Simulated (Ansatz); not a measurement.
# C2H6Al (SMILES [CH3][Al][CH3]) at UB3LYP/6-31G(d) (Cartesian functions)

Aim: the vertical doublet–quartet gap of C2H6Al at UB3LYP/6-31G* (Cartesian functions), from 2 runs. 

The results are computed with Ansatz 0.2.0.

27 further runs of the same task are left out: 27 set aside as unsound or not needed.

## 1. The structure to begin with

C2H6Al: 9 atoms, total charge 0, spin state doublet. As SMILES, `[CH3][Al][CH3]`. Geometry: relaxed at PBE0-D4/def2-TZVP.

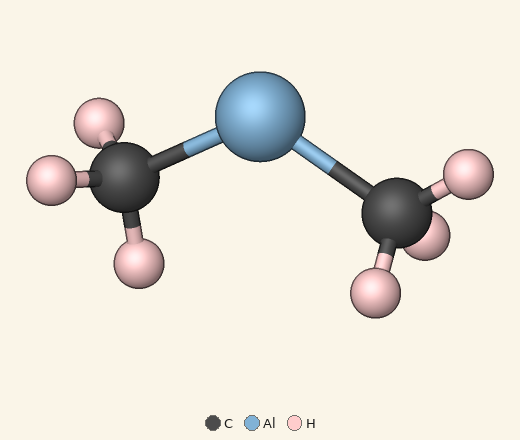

Viewed from a chosen angle; carbon dark grey, aluminium light blue, hydrogen pink.

## 2. The energy at UB3LYP/6-31G(d) (Cartesian functions)

File job.yaml:

```yaml
crystal:
  periodic: [false, false, false]
  atoms:
    - symbol: C
      position_ang: [-0.810700, 1.130600, -0.941500]
    - symbol: Al
      position_ang: [0.731000, 0.705500, 0.211900]
    - symbol: C
      position_ang: [0.877300, -1.111400, 0.957800]
    - symbol: H
      position_ang: [-1.467800, 0.264500, -1.069000]
    - symbol: H
      position_ang: [-0.481900, 1.460900, -1.931900]
    - symbol: H
      position_ang: [-1.401500, 1.950000, -0.519700]
    - symbol: H
      position_ang: [0.915300, -1.838200, 0.137400]
    - symbol: H
      position_ang: [-0.021800, -1.337900, 1.543500]
    - symbol: H
      position_ang: [1.748700, -1.270300, 1.594400]
basis:
  gaussian:
    orbitals: "6-31G*"
magnetization:
  spin_polarized: true
  initial_magnetization: 1
hamiltonian:
  xc: {name: B3LYP}
accuracy: high
output: {orbitals: {seedname: orbitals}}
```

Launch:

```console
ansatz run job.yaml --threads 1 --pin off --max-ram 3480MiB --events-out events.jsonl --progress --plain --runs-dir runs
```

What it wrote:

```text
Warning: RAYON_NUM_THREADS=1 ignored (pool sized by the plan → 1); use --threads N
Functional definition: B3LYP
  name "B3LYP"
  parameter a0 = 0.2
  parameter ax = 0.72
  parameter ac = 0.81
  exchange = (1 - a0 - ax)*slater_x + ax*b88_x + a0*exact_x
  correlation = (1 - ac)*vwn_rpa_c + ac*lyp_c
1414 factors; integrals over basis functions are off by at most 3.6e-9 eV
mean field evaluation 1: about -8757.8887 eV, gradient 4.6e1 eV
mean field evaluation 2: about -8750.6130 eV, gradient 5.5e1 eV
mean field evaluation 4: about -8768.0062 eV, gradient 7.7e-1 eV
mean field evaluation 8: about -8768.1163 eV, gradient 1.5e-1 eV
mean field evaluation 16: about -8768.1165 eV, gradient 3.3e-5 eV
mean field -8768.11645464 eV, -322.2223364653 hartree, gradient 2.4e-8 eV, S^2 0.751254; 0 other end points of the search recorded, 0 dependent functions left out
reference -8768.11649351 eV, -322.2223378938 hartree; 16, 15 occupied and 45, 46 virtual orbitals, 1414 factors
Total energy: -8768.11649351 eV, -322.2223378938 hartree
```

Wall time 7.2 s (1 thread of Arm Neoverse V2, shared host); peak memory 0.26 GiB.

## 3. The quartet, same level

File job.yaml:

```yaml
crystal:
  periodic: [false, false, false]
  atoms:
    - {symbol: C, position_ang: [-0.810700, 1.130600, -0.941500]}
    - {symbol: Al, position_ang: [0.731000, 0.705500, 0.211900]}
    - {symbol: C, position_ang: [0.877300, -1.111400, 0.957800]}
    - {symbol: H, position_ang: [-1.467800, 0.264500, -1.069000]}
    - {symbol: H, position_ang: [-0.481900, 1.460900, -1.931900]}
    - {symbol: H, position_ang: [-1.401500, 1.950000, -0.519700]}
    - {symbol: H, position_ang: [0.915300, -1.838200, 0.137400]}
    - {symbol: H, position_ang: [-0.021800, -1.337900, 1.543500]}
    - {symbol: H, position_ang: [1.748700, -1.270300, 1.594400]}
basis:
  gaussian: {orbitals: "6-31G*"}
magnetization: {spin_polarized: true, initial_magnetization: 3}
hamiltonian: {xc: {name: B3LYP}}
accuracy: high
output: {orbitals: {seedname: orbitals}}
```

Launch:

```console
ansatz run job.yaml --threads 1 --pin off --max-ram 3480MiB --events-out events.jsonl --progress --plain --runs-dir runs
```

What it wrote (excerpt; [...] marks lines left out):

```text
Warning: RAYON_NUM_THREADS=1 ignored (pool sized by the plan → 1); use --threads N
[... 7 set-up lines as earlier in the session ...]
1415 factors; integrals over basis functions are off by at most 3.5e-9 eV
mean field evaluation 1: about -8757.9831 eV, gradient 3.3e1 eV
mean field evaluation 2: about -8756.1363 eV, gradient 3.7e1 eV
mean field evaluation 4: about -8763.3813 eV, gradient 3.5e-1 eV
mean field evaluation 8: about -8763.5079 eV, gradient 1.3e-2 eV
mean field evaluation 16: about -8763.5079 eV, gradient 1.9e-5 eV
mean field -8763.50792992 eV, -322.0529763054 hartree, gradient 9.3e-8 eV, S^2 3.754969; 0 other end points of the search recorded, 0 dependent functions left out
reference -8763.50796968 eV, -322.0529777668 hartree; 17, 14 occupied and 44, 47 virtual orbitals, 1415 factors
Total energy: -8763.50796968 eV, -322.0529777668 hartree
```

It took 6.6 s on 1 thread of Arm Neoverse V2, shared host; peak memory 0.26 GiB.

## 4. Results

Level: UB3LYP/6-31G* (Cartesian functions).

```
                                        quantity          value
                           doublet: total energy  -322.22234 Eh
     doublet: HOMO energy (highest over α and β)       -4.56 eV
      doublet: LUMO energy (lowest over α and β)       -1.90 eV
                                   doublet: ⟨S²⟩          0.751
                           quartet: total energy  -322.05298 Eh
     quartet: HOMO energy (highest over α and β)       -2.69 eV
                                   quartet: ⟨S²⟩          3.755
vertical energy of the quartet above the doublet       4.609 eV
```

In words: At this shape the quartet lies 4.61 eV (106 kcal/mol) above the doublet.
